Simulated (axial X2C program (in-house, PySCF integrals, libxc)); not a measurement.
# SbGe: bond curves with and without spin–orbit coupling

Aim: find the lowest determinant of SbGe, scan the bond at several levels and fit the constants, once spin-free and once with spin–orbit coupling.

The runs use an in-house X2C program for linear molecules on PySCF integrals; all-electron X2C, Sb dyall-cv3z, Ge dyall-cv3z.

All values are calculated.

## (1) The job

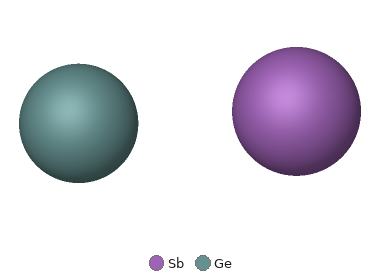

The two atoms at 2.610 Å (antimony purple, germanium teal).

Input file task.json:

```json
{"zs": [51, 32], "q": 0, "bas": ["dyall-cv3z", "dyall-cv3z"], "levels": ["PBE0", "HF", "r2SCAN0"], "cc": true, "r0": 2.61, "thr": -1.0, "nmax": 90, "npts": 10, "nst": 2, "ntry": 6}
```

Keys: zs atomic numbers; q charge; bas basis sets; levels methods (HF also brings MP2); cc coupled cluster on or off; r0 starting distance in Å; thr threshold in hartree for freezing inner shells (an s shell follows its p shell); nmax most natural virtual spinors; npts points asked for on the curve; nst determinants followed; ntry starts of the search.

Launch:

```
$ python so2c.py task.json out
```

Spin-free means the one-electron spin-free X2C Hamiltonian; two-component (2c) means X2C with spin–orbit coupling and atomic mean-field two-electron Coulomb and Gaunt terms. Basis: Sb dyall-cv3z contracted to [11s12p8d4f1g], Ge dyall-cv3z contracted to [9s9p7d4f1g]; Gaussian nuclei, density fitting. Masses: Sb 120.904 u, Ge 73.921 u.

Notation: σ, π±, δ± give the projection m of an orbital's angular momentum (0, ±1, ±2), α and β its spin, Λ and M_S the sums; ω is the projection of a spinor's total angular momentum and Ω the sum. Logs are in hartree.

The results follow Hamiltonian by Hamiltonian and level by level.

## (2) Search for the lowest determinant

PBE0 moves the distance from 2.610 Å to 2.444 Å and compares determinants there.

Spin-free determinants:

| ΔE (eV) | state | open shells |
| --- | --- | --- |
| 0.00 | M_S = 1/2, Λ = 1 | beyond closed shells: π+α, π+β, π-α |
| 0.35 | M_S = 1/2, Λ = 0 | beyond closed shells: σα |
| 1.45 | M_S = 3/2, Λ = 1 | beyond closed shells: 2 × π+α, π-α |
| 1.89 | M_S = 3/2, Λ = 0 | beyond closed shells: σα, π+α, π+β, 2 × π-α |
| 1.89 | M_S = 3/2, Λ = 2 | beyond closed shells: σα, 2 × π+α, π+β, π-α |
| 2.31 | M_S = 1/2, Λ = 2 | beyond closed shells: σβ, 2 × π+α, π+β, π-α |
| 2.31 | M_S = 1/2, Λ = 0 | beyond closed shells: σβ, π+α, π+β, 2 × π-α |

Two-component determinants:

```json
{"ΔE (eV)": "0.00", "state": "Ω = 3/2", "open shells": "excess of +ω over −ω: ω = 3/2"}
{"ΔE (eV)": "0.23", "state": "Ω = 1/2", "open shells": "excess of +ω over −ω: ω = 1/2"}
{"ΔE (eV)": "1.48", "state": "Ω = 1/2", "open shells": "excess of +ω over −ω: 2 × ω = -1/2, ω = 3/2"}
{"ΔE (eV)": "1.67", "state": "Ω = 5/2", "open shells": "excess of +ω over −ω: ω = -1/2, 2 × ω = 3/2"}
{"ΔE (eV)": "1.99", "state": "Ω = 7/2", "open shells": "excess of +ω over −ω: ω = 1/2, 2 × ω = 3/2"}
{"ΔE (eV)": "2.11", "state": "Ω = 1/2", "open shells": "excess of +ω over −ω: ω = 1/2"}
{"ΔE (eV)": "2.25", "state": "Ω = 5/2", "open shells": "excess of +ω over −ω: 2 × ω = 1/2, ω = 3/2"}
```

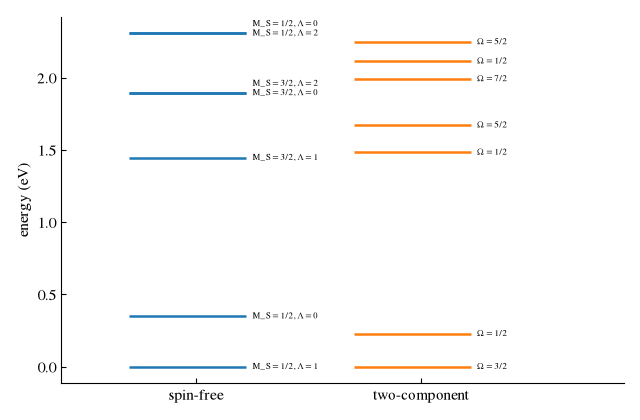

The determinants found, each set from its own lowest.

## (3) PBE0, spin-free

State followed: M_S = 1/2, Λ = 1 (beyond closed shells: π+α, π+β, π-α). The scan is laid around 2.444 Å, a first estimate of the minimum, and this SCF restarts from the orbitals of the search.

Output at 2.444 Å:

```text
spin-free X2C-1e  PBE0
basis functions 232  fitting functions 1265  grid points 5800
iter        total energy     max residual
   1      -8579.091397943     7.20e-05
   2      -8579.091397979     1.54e-05
   3      -8579.091397980     1.68e-05
converged
one-electron -12530.26927463  Coulomb 3849.59349689  exact exchange -61.95444645  xc functional -189.82337029  nuclear repulsion 353.36219649
```

Along the bond, energies from the lowest point:

```csv
R (Å),E (eV),μ (D),HOMO (eV),LUMO (eV),iterations
2.297,0.1620,0.15,-6.19,-4.50,20
2.371,0.0324,0.32,-6.05,-4.38,18
2.444,0.0000,0.50,-5.92,-4.27,3
2.530,0.0543,0.69,-5.78,-4.16,21
2.615,0.1782,0.86,-5.66,-4.07,20
2.725,0.3903,0.98,-5.58,-3.98,20
```

Dipoles are positive if Ge is the positive end.

Outer orbitals at the reference distance:

```tsv
symmetry	occupied	ε (eV)	atomic character
δ-α	yes	-33.11	100% Ge d
δ+α	yes	-33.11	100% Ge d
δ+β	yes	-33.10	100% Ge d
δ-β	yes	-33.08	100% Ge d
π+α	yes	-32.95	100% Ge d
π-α	yes	-32.95	100% Ge d
π+β	yes	-32.94	100% Ge d
π-β	yes	-32.93	100% Ge d
σα	yes	-32.90	99% Ge d
σβ	yes	-32.90	99% Ge d
σα	yes	-15.90	51% Sb s, 33% Ge s, 8% Ge p
σβ	yes	-15.31	47% Sb s, 38% Ge s, 7% Ge p
σα	yes	-12.01	44% Ge s, 29% Sb s, 15% Sb p
σβ	yes	-11.66	40% Ge s, 33% Sb s, 14% Sb p
σα	yes	-6.51	44% Sb p, 43% Ge p, 8% Ge s
π+α	yes	-6.50	65% Sb p, 30% Ge p, 3% Ge d
π-α	yes	-6.50	65% Sb p, 30% Ge p, 3% Ge d
σβ	yes	-6.34	44% Sb p, 44% Ge p, 7% Ge s
π+β	yes	-5.92	56% Sb p, 39% Ge p, 2% Ge d
π-β	no	-4.27	55% Sb p, 41% Ge p, 2% Ge d
π+α	no	-2.50	61% Ge p, 28% Sb p, 6% Sb d
π-α	no	-2.50	61% Ge p, 28% Sb p, 6% Sb d
π+β	no	-2.19	52% Ge p, 36% Sb p, 6% Sb d
```

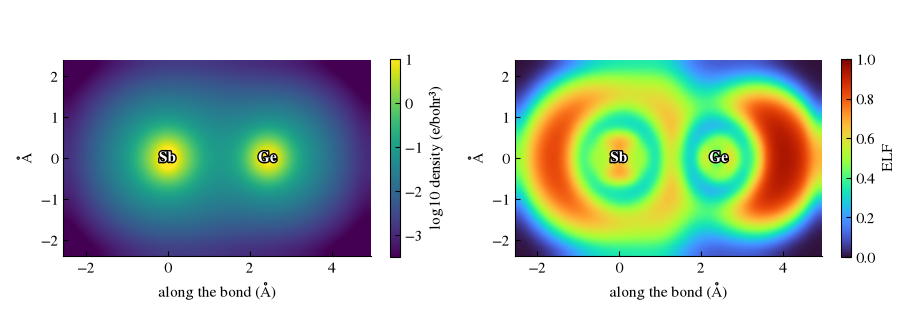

PBE0 fields in a plane through the axis, from a grid of 0.3 Å; Sb lies at z = 0 and Ge at z = 2.444 Å; the ELF is damped to zero where the density is low.

Re = 2.436 Å, ωe = 291.6 cm⁻¹, Be = 0.06192 cm⁻¹, De = 2.58 eV, μ = 0.48 D.

## (4) HF, spin-free

Output at 2.444 Å:

```text
spin-free X2C-1e  HF
basis functions 232  fitting functions 1265  grid points 5800
iter        total energy     max residual
   1      -8575.131367037     3.37e-01
   2      -8575.169133153     1.03e-02
   3      -8575.170745927     1.30e-02
   4      -8575.171398888     7.21e-03
   5      -8575.172329544     6.78e-03
   6      -8575.173484086     4.23e-02
   7      -8575.175599951     2.25e-02
   8      -8575.177263115     1.88e-02
   9      -8575.177442987     8.89e-03
  10      -8575.179234118     2.11e-03
  11      -8575.179374457     1.16e-03
  12      -8575.179397424     3.82e-04
  13      -8575.179402399     1.74e-04
  14      -8575.179403804     4.30e-05
  15      -8575.179403865     2.09e-05
  16      -8575.179403874     6.20e-06
  17      -8575.179403876     4.74e-06
  18      -8575.179403876     2.89e-06
converged
one-electron -12529.44922752  Coulomb 3848.94300708  exact exchange -248.03537992  xc functional 0.00000000  nuclear repulsion 353.36219649
```

No constants are quoted: too few points lie around the minimum for a second fit to confirm the first.

## (5) r2SCAN0, spin-free

Output at 2.444 Å:

```text
spin-free X2C-1e  r2SCAN0
basis functions 232  fitting functions 1265  grid points 5800
iter        total energy     max residual
   1      -8579.622537409     1.30e-01
   2      -8579.625772271     3.31e-03
   3      -8579.625858888     2.88e-03
   4      -8579.625873343     1.27e-03
   5      -8579.625901111     1.00e-03
   6      -8579.625924066     1.29e-03
   7      -8579.625942774     5.48e-04
   8      -8579.625945997     2.50e-04
   9      -8579.625946578     6.94e-05
  10      -8579.625946600     3.72e-05
  11      -8579.625946615     3.32e-06
  12      -8579.625946615     1.41e-06
converged
one-electron -12530.36758310  Coulomb 3849.73482501  exact exchange -61.96849151  xc functional -190.38689350  nuclear repulsion 353.36219649
```

Re = 2.424 Å, ωe = 284.5 cm⁻¹, ωexe = 1.23 cm⁻¹, Be = 0.06256 cm⁻¹, De = 2.32 eV, μ = 0.45 D.

## (6) MP2 and beyond, spin-free

Correlated methods: 9 electrons correlated (frozen shells, counted by type: Sb 4 s, 3 p, 2 d; Ge 3 s, 2 p, 1 d), 295 virtual spinors in MP2, 90 natural virtuals in coupled cluster.

Output of the correlated part at 2.444 Å:

```text
correlated 9  virtual 295  natural virtual 90  E(MP2) -0.159278995  MP2 remainder -0.005336764
iter   CCSD correlation   residual
   1     -0.173073294   1.41e-01
   2     -0.182115764   7.68e-02
   3     -0.185230088   4.98e-02
   4     -0.188562346   3.57e-02
   5     -0.189792615   1.63e-02
   6     -0.190230777   5.57e-03
   7     -0.190314561   2.27e-03
   8     -0.190310663   1.16e-03
   9     -0.190313528   6.35e-04
  10     -0.190307635   2.97e-04
  11     -0.190309785   1.26e-04
  12     -0.190310337   5.42e-05
  13     -0.190311460   2.43e-05
  14     -0.190311950   1.00e-05
  15     -0.190312330   5.59e-06
  16     -0.190312543   3.07e-06
  17     -0.190312630   1.63e-06
  18     -0.190312699   9.35e-07
  19     -0.190312716   4.46e-07
(T) -0.011894860  T1 0.1146  D1 0.2571  max T2 0.133
```

T1 in the output is the amplitude norm over the root of the electron number; divide by √2 for the Lee–Taylor value.

MP2: No constants are quoted: the reference is strongly spin-contaminated.

CCSD: Re = 2.452 Å, ωe = 273.2 cm⁻¹, ωexe = 1.06 cm⁻¹, Be = 0.0611 cm⁻¹, De = 2.07 eV. T1 at Re = 0.081 (Lee–Taylor, the printed value over √2).

CCSD(T): Re = 2.454 Å, ωe = 282.1 cm⁻¹, Be = 0.06103 cm⁻¹, De = 2.28 eV. T1 at Re = 0.081 (Lee–Taylor, the printed value over √2).

## (7) A higher determinant, spin-free

State: M_S = 1/2, Λ = 0 (beyond closed shells: σα).

Output at the reference distance:

```text
spin-free X2C-1e  PBE0
basis functions 232  fitting functions 1265  grid points 5800
iter        total energy     max residual
   1      -8579.078547631     2.65e-05
   2      -8579.078547633     1.43e-05
converged
one-electron -12529.43109177  Coulomb 3848.73770996  exact exchange -61.94424048  xc functional -189.80312183  nuclear repulsion 353.36219649
```

```csv
R (Å),E above the lowest PBE0 point (eV)
2.297,0.250
2.371,0.262
2.444,0.350
2.530,0.514
2.615,0.706
2.725,0.963
```

No constants are quoted: the lowest point is the short end of the scan.

## (8) The spin-free curves together

Energy (eV) of the followed determinant, spin-free, from each level's lowest point:

```csv
R (Å),PBE0,HF,MP2 (spin-contaminated),CCSD,CCSD(T),r2SCAN0
2.297,0.162,0.375,0.074,0.193,0.204,0.133
2.371,0.032,0.181,0.009,0.047,0.051,0.019
2.444,0.000,0.064,0.000,0.000,0.000,0.000
2.530,0.054,0.003,0.038,0.033,0.034,0.062
2.615,0.178,0.000,0.115,0.128,0.137,0.177
2.725,0.390,0.057,0.252,0.302,0.329,0.365
```

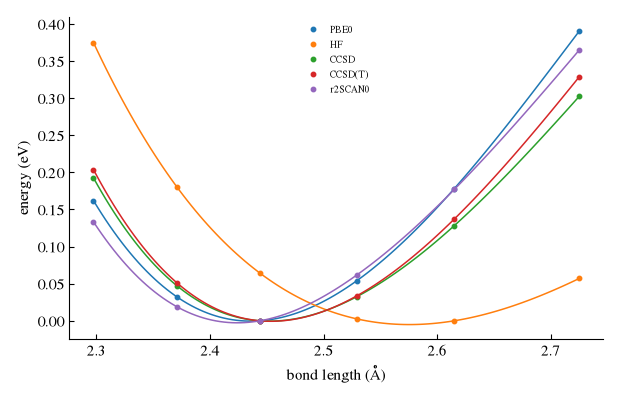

Curves of the followed state, spin-free, each from its own lowest point. Left out: MP2.

## (9) PBE0, 2c

State followed: Ω = 3/2 (excess of +ω over −ω: ω = 3/2). The scan is laid around 2.444 Å, a first estimate of the minimum, and this SCF restarts from the orbitals of the search.

Output at 2.444 Å:

```text
two-component X2C + atomic mean field  PBE0
basis functions 232  fitting functions 1265  grid points 5800
iter        total energy     max residual
   1      -8575.699177377     8.76e-05
   2      -8575.699177450     2.30e-05
   3      -8575.699177453     3.66e-05
   4      -8575.699177465     9.41e-06
   5      -8575.699177466     3.54e-06
converged
one-electron -12520.77638228  Coulomb 3847.85970745  exact exchange -61.92133189  xc functional -189.72674497  nuclear repulsion 353.36219649  atomic mean-field constant -4.49662227
```

Along the bond, energies from the lowest point:

```csv
R (Å),E (eV),μ (D),HOMO (eV),LUMO (eV),iterations
2.297,0.1632,0.15,-6.24,-4.34,20
2.371,0.0331,0.32,-6.13,-4.23,20
2.444,0.0000,0.48,-6.02,-4.13,5
2.530,0.0542,0.68,-5.89,-4.02,19
2.615,0.1819,0.87,-5.76,-3.93,21
2.725,0.4134,1.07,-5.63,-3.85,25
```

Dipoles are positive if Ge is the positive end.

Outer spinors at the reference distance:

| ω | occupied | ε (eV) | atomic character | λ mixture |
| --- | --- | --- | --- | --- |
| -3/2 | yes | -33.40 | 100% Ge d | 88% δ, 12% π |
| 3/2 | yes | -33.38 | 100% Ge d | 86% δ, 14% π |
| -1/2 | yes | -33.24 | 100% Ge d | 64% π, 36% σ |
| 1/2 | yes | -33.23 | 100% Ge d | 63% π, 37% σ |
| 5/2 | yes | -32.88 | 100% Ge d | 100% δ |
| -5/2 | yes | -32.84 | 100% Ge d | 100% δ |
| 3/2 | yes | -32.74 | 100% Ge d | 86% π, 14% δ |
| -3/2 | yes | -32.72 | 100% Ge d | 88% π, 12% δ |
| 1/2 | yes | -32.69 | 100% Ge d | 63% σ, 37% π |
| -1/2 | yes | -32.69 | 100% Ge d | 64% σ, 36% π |
| 1/2 | yes | -15.87 | 50% Sb s, 34% Ge s, 7% Ge p | 100% σ |
| -1/2 | yes | -15.28 | 48% Sb s, 37% Ge s, 7% Ge p | 100% σ |
| 1/2 | yes | -12.00 | 43% Ge s, 30% Sb s, 14% Sb p | 100% σ |
| -1/2 | yes | -11.63 | 41% Ge s, 32% Sb s, 14% Sb p | 100% σ |
| -1/2 | yes | -6.69 | 65% Sb p, 29% Ge p, 3% Ge d | 85% π, 15% σ |
| 1/2 | yes | -6.55 | 48% Sb p, 40% Ge p, 7% Ge s | 92% σ, 8% π |
| 3/2 | yes | -6.32 | 60% Sb p, 35% Ge p, 3% Ge d | 100% π |
| -1/2 | yes | -6.27 | 45% Ge p, 44% Sb p, 6% Ge s | 84% σ, 16% π |
| 1/2 | yes | -6.02 | 58% Sb p, 37% Ge p, 2% Ge d | 92% π, 8% σ |
| -3/2 | no | -4.13 | 55% Sb p, 42% Ge p | 100% π |
| -1/2 | no | -2.58 | 61% Ge p, 28% Sb p, 6% Sb d | 99% π, 1% σ |
| 3/2 | no | -2.40 | 56% Ge p, 33% Sb p, 6% Sb d | 100% π |
| 1/2 | no | -2.25 | 57% Ge p, 32% Sb p, 6% Sb d | 99% π, 1% σ |

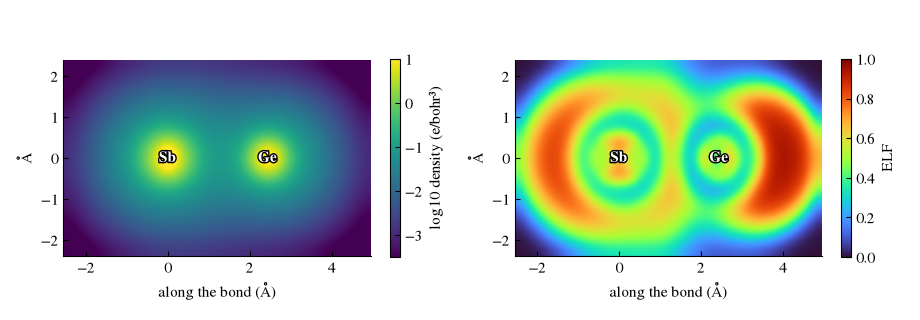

PBE0 fields in a plane through the axis, from a grid of 0.3 Å; Sb lies at z = 0 and Ge at z = 2.444 Å; the ELF is damped to zero where the density is low.

Re = 2.437 Å, ωe = 291.1 cm⁻¹, Be = 0.06189 cm⁻¹, De = 2.67 eV, μ = 0.47 D.

## (10) HF, 2c

The SCF at the reference distance of 2.444 Å:

```text
two-component X2C + atomic mean field  HF
basis functions 232  fitting functions 1265  grid points 5800
iter        total energy     max residual
   1      -8571.736428173     3.87e-01
   2      -8571.773927739     1.03e-02
   3      -8571.775264189     1.35e-02
   4      -8571.775575493     5.00e-03
   5      -8571.775691638     2.16e-03
   6      -8571.775963445     8.22e-03
   7      -8571.776536708     1.62e-02
   8      -8571.777069130     2.29e-02
   9      -8571.777899088     2.42e-02
  10      -8571.780146939     1.19e-02
  11      -8571.782053544     1.31e-02
  12      -8571.782324564     4.16e-03
  13      -8571.782450742     9.28e-04
  14      -8571.782482926     8.18e-04
  15      -8571.782498029     5.35e-04
  16      -8571.782504249     3.47e-04
  17      -8571.782510846     2.31e-04
  18      -8571.782512754     1.69e-04
  19      -8571.782513456     1.02e-04
  20      -8571.782513716     5.44e-05
  21      -8571.782513831     3.07e-05
  22      -8571.782513862     1.58e-05
  23      -8571.782513867     5.31e-06
  24      -8571.782513868     2.17e-06
converged
one-electron -12519.89838855  Coulomb 3847.14952045  exact exchange -247.89921999  xc functional 0.00000000  nuclear repulsion 353.36219649  atomic mean-field constant -4.49662227
```

No constants are quoted: too few points lie around the minimum for a second fit to confirm the first.

## (11) r2SCAN0, 2c

Output at 2.444 Å:

```text
two-component X2C + atomic mean field  r2SCAN0
basis functions 232  fitting functions 1265  grid points 5800
iter        total energy     max residual
   1      -8576.224752858     1.29e-01
   2      -8576.228003140     3.31e-03
   3      -8576.228083027     2.63e-03
   4      -8576.228083147     1.12e-03
   5      -8576.228097533     4.40e-04
   6      -8576.228099102     2.34e-04
   7      -8576.228101209     3.07e-04
   8      -8576.228103120     1.51e-04
   9      -8576.228103325     5.74e-05
  10      -8576.228103368     2.32e-05
  11      -8576.228103375     8.31e-06
converged
one-electron -12520.85751943  Coulomb 3847.98157411  exact exchange -61.93450597  xc functional -190.28322630  nuclear repulsion 353.36219649  atomic mean-field constant -4.49662227
```

Re = 2.421 Å, ωe = 299.4 cm⁻¹, Be = 0.0627 cm⁻¹, De = 2.42 eV, μ = 0.45 D.

## (12) Correlated methods, 2c

Correlated methods: 9 electrons correlated (frozen shells, counted by type: Sb 4 s, 3 p, 2 d; Ge 3 s, 2 p, 1 d), 295 virtual spinors in MP2, 90 natural virtuals in coupled cluster.

Output of the correlated part at 2.444 Å:

```text
correlated 9  virtual 295  natural virtual 90  E(MP2) -0.160022136  MP2 remainder -0.005346567
iter   CCSD correlation   residual
   1     -0.173670565   1.41e-01
   2     -0.182724377   7.75e-02
   3     -0.185929922   5.07e-02
   4     -0.189438862   3.63e-02
   5     -0.190644160   1.63e-02
   6     -0.191130829   5.72e-03
   7     -0.191217783   2.28e-03
   8     -0.191214031   1.13e-03
   9     -0.191219145   6.17e-04
  10     -0.191212518   2.94e-04
  11     -0.191215272   1.29e-04
  12     -0.191215977   5.77e-05
  13     -0.191216982   2.80e-05
  14     -0.191217338   1.36e-05
  15     -0.191217621   7.52e-06
  16     -0.191217765   4.16e-06
  17     -0.191217833   2.14e-06
  18     -0.191217879   1.14e-06
  19     -0.191217891   5.58e-07
(T) -0.012039186  T1 0.1179  D1 0.2652  max T2 0.131
```

MP2: No constants are quoted: the reference is strongly spin-contaminated.

CCSD: Re = 2.446 Å, ωe = 277.3 cm⁻¹, Be = 0.06142 cm⁻¹, De = 2.14 eV. T1 at Re = 0.083 (Lee–Taylor, the printed value over √2).

CCSD(T): Re = 2.449 Å, ωe = 285.0 cm⁻¹, Be = 0.06126 cm⁻¹, De = 2.35 eV. T1 at Re = 0.084 (Lee–Taylor, the printed value over √2).

## (13) A higher determinant, 2c

State: Ω = 1/2 (excess of +ω over −ω: ω = 1/2).

Output at the reference distance:

```text
two-component X2C + atomic mean field  PBE0
basis functions 232  fitting functions 1265  grid points 5800
iter        total energy     max residual
   1      -8575.690790995     8.24e-05
   2      -8575.690791022     3.67e-05
   3      -8575.690791034     3.63e-05
   4      -8575.690791037     2.68e-05
   5      -8575.690791038     6.93e-06
converged
one-electron -12520.54032707  Coulomb 3847.62527770  exact exchange -61.91984303  xc functional -189.72147285  nuclear repulsion 353.36219649  atomic mean-field constant -4.49662227
```

```csv
R (Å),E above the lowest PBE0 point (eV)
2.297,0.319
2.371,0.246
2.444,0.228
2.530,0.285
2.615,0.404
2.725,0.604
```

No constants are quoted: too few points lie around the minimum for a second fit to confirm the first.

## (14) The 2c curves together

Energy (eV) of the followed determinant, 2c, from each level's lowest point:

```csv
R (Å),PBE0,HF,MP2 (spin-contaminated),CCSD,CCSD(T),r2SCAN0
2.297,0.163,0.350,0.027,0.180,0.194,0.130
2.371,0.033,0.167,0.000,0.041,0.047,0.017
2.444,0.000,0.057,0.012,0.000,0.000,0.000
2.530,0.054,0.000,0.066,0.040,0.039,0.072
2.615,0.182,0.000,0.151,0.142,0.149,0.205
2.725,0.413,0.058,0.295,0.325,0.349,0.407
```

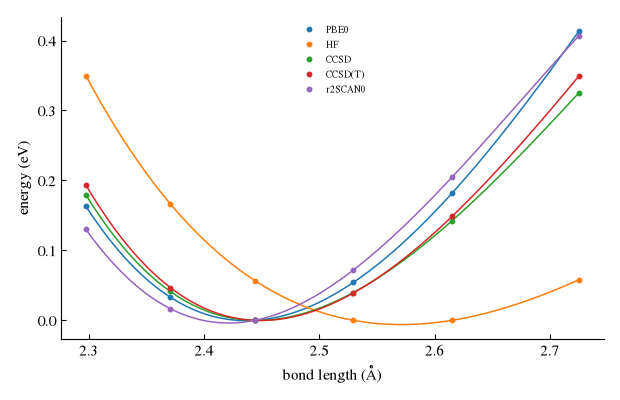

Curves of the followed state, 2c, each from its own lowest point. Left out: MP2.

Time for the job: 3.4 min (1 thread of AMD EPYC 7B13 (Zen 3), shared host); peak memory 0.68 GiB.

## (15) Results

Lowest determinant that the search found at its distance, spin-free: M_S = 1/2, Λ = 1 (beyond closed shells: π+α, π+β, π-α).

Lowest determinant that the search found at its distance, 2c: Ω = 3/2 (excess of +ω over −ω: ω = 3/2).

```
Hamiltonian    level  Re (Å)  ωe (cm⁻¹)  De (eV)  μ (D)
  spin-free     PBE0   2.436      291.6     2.58   0.48
  spin-free     CCSD   2.452      273.2     2.07    n/a
  spin-free  CCSD(T)   2.454      282.1     2.28    n/a
  spin-free  r2SCAN0   2.424      284.5     2.32   0.45
         2c     PBE0   2.437      291.1     2.67   0.47
         2c     CCSD   2.446      277.3     2.14    n/a
         2c  CCSD(T)   2.449      285.0     2.35    n/a
         2c  r2SCAN0   2.421      299.4     2.42   0.45
```

Dipoles are positive if Ge is the positive end. No constants: spin-free HF (too few points lie around the minimum for a second fit to confirm the first); spin-free MP2 (the reference is strongly spin-contaminated); 2c HF (too few points lie around the minimum for a second fit to confirm the first); 2c MP2 (the reference is strongly spin-contaminated).

Time per point (s) on 1 thread of AMD EPYC 7B13 (Zen 3), shared host (2c runs; CCSD comes with the CCSD(T) run); the times are rough: PBE0 1.8, CCSD(T) 5.6, r2SCAN0 2.6.

**Reading.** At CCSD(T), going from spin-free to two-component changes Re by -4 mÅ, ωe by +1.1 %; the spin-free picture holds up (part of it comes from the scalar share of the two-electron terms). De moves by +0.07 eV; both De rest on single-determinant atoms, which can miss part of an open shell's spin–orbit lowering.

De refers to Sb + Ge, each in the lowest determinant found, which need not be this curve's own limit. Each curve is one determinant whose occupation by symmetry is held fixed; it was picked as the lowest of a PBE0 search that is not exhaustive. Dissociation energies refer to the lowest single-determinant-based atoms at the same level and basis. Density functionals use the spin component along the axis (collinear). CCSD and (T) use frozen natural virtuals with an MP2 correction for the truncation. The meta-GGAs lack a current-density term, which matters for open shells with orbital currents, atoms included. The spin-free determinant is spin-contaminated at some levels. With the outer-core shells frozen, correlated bond lengths of heavy atoms tend to come out a few hundredths of an ångström too long. T1 at Re is 0.084 (Lee–Taylor), above the customary mark of 0.02.
